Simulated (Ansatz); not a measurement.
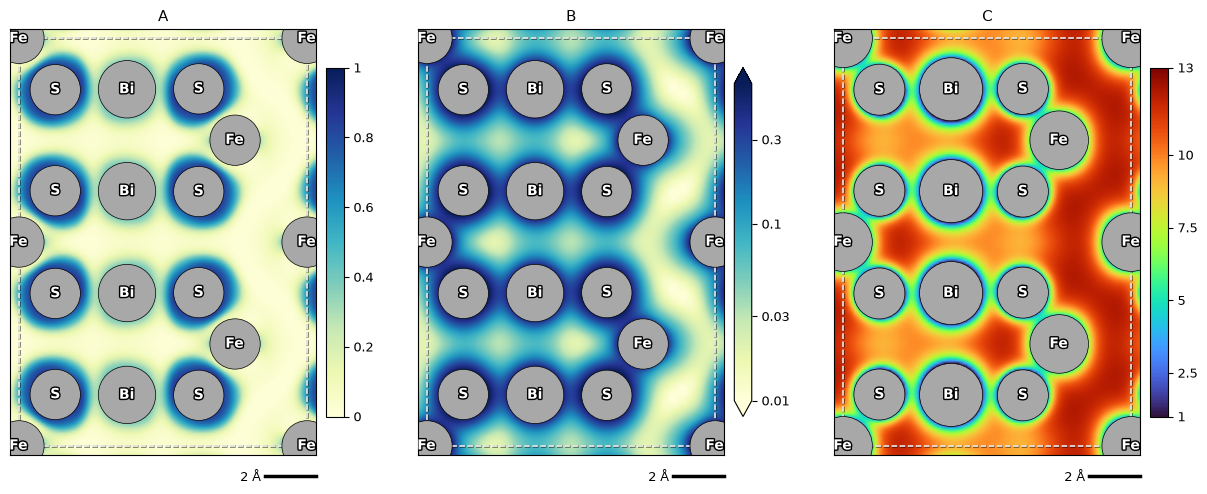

FeBi2S4: 3 fields on the (101) plane of the conventional cell, with unlabelled colour scales. Grey discs cover the atomic cores.

Space group Fd-3m; built by placing these elements on a known structure type; not relaxed (largest force 1.4 eV/Å); computed pressure about −3 GPa in this cell; computed without spin polarisation; Hubbard U of 7.33 eV on Fe d only.

Level of theory: DFT, PAW plane waves, r2SCAN+U in Ansatz.

**The panels show electron localisation function, electrostatic potential energy of an electron and valence pseudo-density in some order. Assign them.**

Panel A: electron localisation function. Panel B: valence pseudo-density. Panel C: electrostatic potential energy of an electron (low next to the atoms, rising into the space between them). From the grid: Fe–S (2.46 Å): ρ is about 0.42 e/Å³ halfway; the ELF peaks at about 0.90 in the valence shell of S, 0.8 Å from its nucleus, and is about 0.55 at the midpoint. Bi–S (2.81 Å): ρ is about 0.32 e/Å³ halfway; the ELF peaks at about 0.90 in the valence shell of S, 0.8 Å from its nucleus, and drops to about 0.30 between the two atoms.
